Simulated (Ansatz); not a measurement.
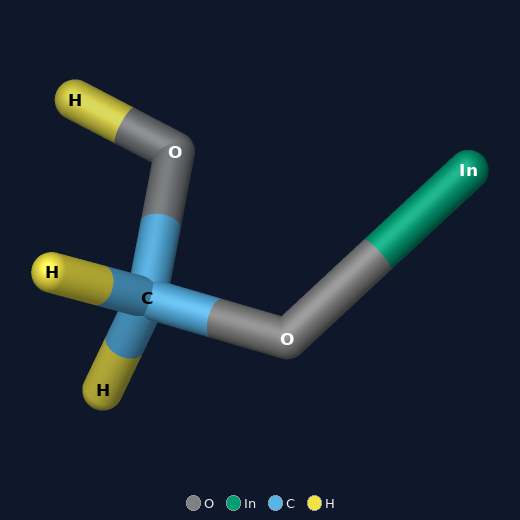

The picture shows the input geometry.

Ansatz 0.2.0 input:

```yaml
crystal:
  periodic: [false, false, false]
  atoms:
    - {symbol: O, position_ang: [-0.721517, 0.686880, -0.059909]}
    - {symbol: In, position_ang: [-0.875343, -1.032927, -2.056705]}
    - {symbol: C, position_ang: [0.390961, -0.139140, 0.384485]}
    - {symbol: O, position_ang: [0.485212, -1.170633, -0.470305]}
    - {symbol: H, position_ang: [-0.688723, 1.557973, 0.345302]}
    - {symbol: H, position_ang: [0.174440, -0.464711, 1.416523]}
    - {symbol: H, position_ang: [1.296172, 0.494659, 0.394908]}
basis:
  gaussian: {orbitals: def2-mTZVP}
total_charge: -1
magnetization: {spin_polarized: true, initial_magnetization: 1}
hamiltonian: {xc: {name: SPW92}}
output: {forces: true}
```

It was started with:

```sh
ansatz run in.yaml --threads 2 --pin off --events-out ev --progress --plain --max-ram 4352MiB
```

Result:

```
Functional definition: SPW92
  name "SPW92"
  cite "Dirac, Proc. Camb. Phil. Soc. 26, 376 (1930) doi:10.1017/S0305004100016108"
  cite "Slater, Phys. Rev. 81, 385 (1951) doi:10.1103/PhysRev.81.385"
  cite "Perdew & Wang, Phys. Rev. B 45, 13244 (1992) doi:10.1103/PhysRevB.45.13244"
  exchange = slater_x
  correlation = pw_c
984 factors; their error is unknown
mean field evaluation 1: about -10306.8690 eV, gradient 2.1e1 eV
mean field evaluation 2: about -10300.7400 eV, gradient 4.5e1 eV
mean field evaluation 4: about -10308.6862 eV, gradient 3.1e0 eV
mean field evaluation 8: about -10308.7204 eV, gradient 1.3e-1 eV
mean field evaluation 16: about -10308.6937 eV, gradient 1.4e-3 eV
mean field evaluation 32: about -10308.6290 eV, gradient 1.5e0 eV
mean field -10308.69370042 eV, -378.8375060068 hartree, gradient 4.5e-6 eV, S^2 0.750716; 4 other end points of the search recorded, 0 dependent functions left out
the calculation of the forces begins
reference -10308.69373968 eV, -378.8375074495 hartree; 24, 23 occupied and 88, 89 virtual orbitals, 984 factors
Total energy: -10308.69373968 eV, -378.8375074495 hartree
Atom 0 at    -0.721517     0.686880    -0.059909 Å, force    -0.099448    -0.801658    -0.078838 eV/Å
Atom 1 at    -0.875343    -1.032927    -2.056705 Å, force    -0.565346     0.006759    -0.898387 eV/Å
Atom 2 at     0.390961    -0.139140     0.384485 Å, force    -0.317956    -0.756001    -1.127186 eV/Å
Atom 3 at     0.485212    -1.170633    -0.470305 Å, force     0.500759     0.338006     1.190468 eV/Å
Atom 4 at    -0.688723     1.557973     0.345302 Å, force     0.135874     0.864631     0.317989 eV/Å
Atom 5 at     0.174440    -0.464711     1.416523 Å, force    -0.104567    -0.142688     0.575854 eV/Å
Atom 6 at     1.296172     0.494659     0.394908 Å, force     0.450685     0.490951     0.020101 eV/Å
Dipole moment:     0.077341     0.533965     0.519222 e Å
```

The run converged.
